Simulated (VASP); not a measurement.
Data:

```yaml
crystal:
  lattice:
    - [0.00000, 2.06078, 2.06078]
    - [2.06078, 0.00000, 2.06078]
    - [2.06078, 2.06078, 0.00000]
  atoms:
    - { symbol: V, position: [0.00000, 0.00000, 0.00000] }
    - { symbol: N, position: [0.50000, 0.50000, 0.50000] }
```

The numbers are results of PW91 GGA, VASP's PBE PAW potentials (set 64) (plane waves; VASP 6.6.1), not measurements. Run with 520 eV cut-off, 17×17×17 Γ-centred mesh, tetrahedra with Blöchl corrections, potentials V_sv N.

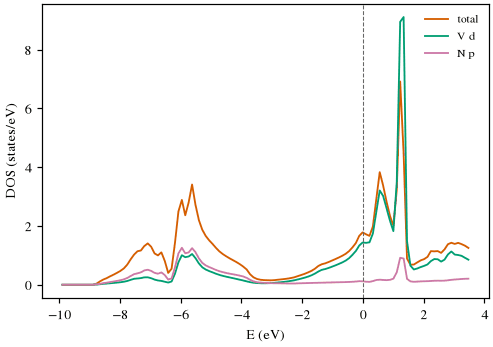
Fig. 1. Total and projected density of states, zero at the Fermi level

Within 2 eV below the Fermi level the largest weight inside VASP's projection spheres is V d.

It has no gap at this level: it comes out as a metal or semimetal.

The compound is VN in the rock salt structure, which distorts at low temperature. It was relaxed first. The run is not spin-polarised, so no magnetic state was tried. VASP warned that the highest band is occupied, so more bands are needed.
